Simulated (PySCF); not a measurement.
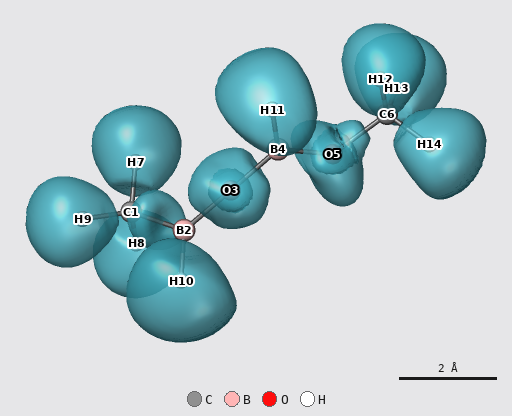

*C2H8B2O2 (SMILES CBOBOC). Isosurface of the electron localisation function at 0.75 (cyan), seen at an oblique angle. Only the valence region is drawn (cores and ρ < 0.01 e/Å³ removed).*

Geometry: GFN2-xTB.

Method: PBE0/pcSseg-1, SCF density, gas phase, non-relativistic in PySCF.

```xyz
14

C    -2.7879   -0.0447    0.3547
B    -1.6788    1.0937    0.4892
O    -0.4919    0.9551   -0.0360
B     0.7008    0.7311   -0.5409
O     1.6297    0.1307    0.2443
C     2.9436   -0.1372   -0.1666
H    -2.4835   -0.8548   -0.3025
H    -3.0035   -0.4746    1.3311
H    -3.7268    0.3590   -0.0172
H    -1.9300    2.0986    1.0634
H     0.9441    1.0646   -1.6545
H     3.1319    0.2131   -1.1854
H     3.1164   -1.2158   -0.1200
H     3.6351    0.3608    0.5180
```

Q: Identify the bonds, lone pairs and shells in this picture.

A: The ELF exceeds this value in one region between bonded B–C atoms (shared pairs), eight regions around hydrogen nuclei and two regions on O in which the atom's valence shell and bonds are merged. Profiles from the grid: B–O (1.31 Å): the ELF peaks at about 0.90 between the atoms (a polar covalent bond). C–O (1.40 Å): the ELF peaks at about 0.90 between the atoms (a polar covalent bond).
